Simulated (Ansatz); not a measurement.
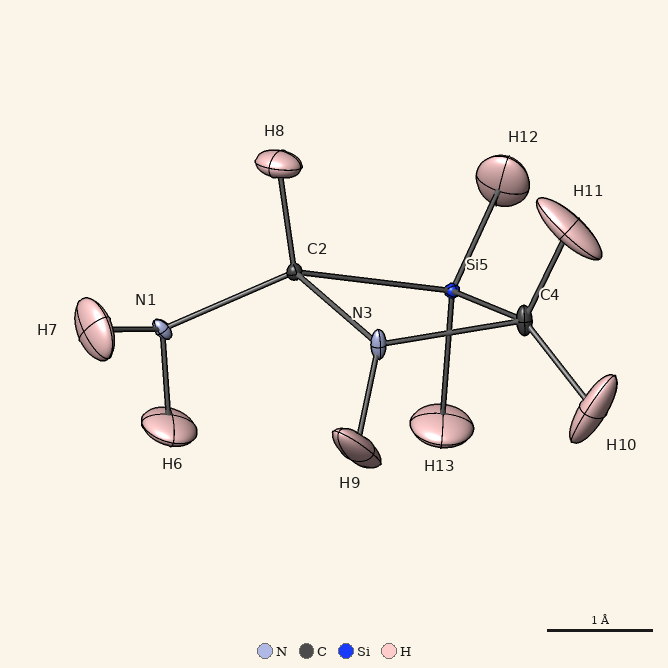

Displacement ellipsoids at the 50 % level, from the internal vibrations of the free molecule (harmonic, no overall translation or rotation; no half-axis is drawn under 0.075 Å). Vibrations computed with RKS PBE0-D4/def2-TZVP (Ansatz 0.2.0). Temperature: 298 K.

List U_eq and the three principal root-mean-square amplitudes for each kind of atom.

```csv
atom,U_eq (Å²),rms amplitudes (Å)
N1,0.0033,"0.037, 0.049, 0.078"
C2,0.0021,"0.035, 0.043, 0.056"
N3,0.0045,"0.036, 0.044, 0.101"
C4,0.0042,"0.037, 0.041, 0.097"
Si5,0.00089,"0.023, 0.027, 0.037"
H6,0.0282,"0.083, 0.175, 0.218"
H7,0.0249,"0.084, 0.154, 0.210"
H8,0.0161,"0.085, 0.136, 0.150"
H9,0.0338,"0.081, 0.126, 0.281"
H10,0.0317,"0.085, 0.134, 0.265"
H11,0.0321,"0.086, 0.134, 0.266"
H12,0.0281,"0.091, 0.170, 0.217"
H13,0.0327,"0.089, 0.197, 0.227"
```
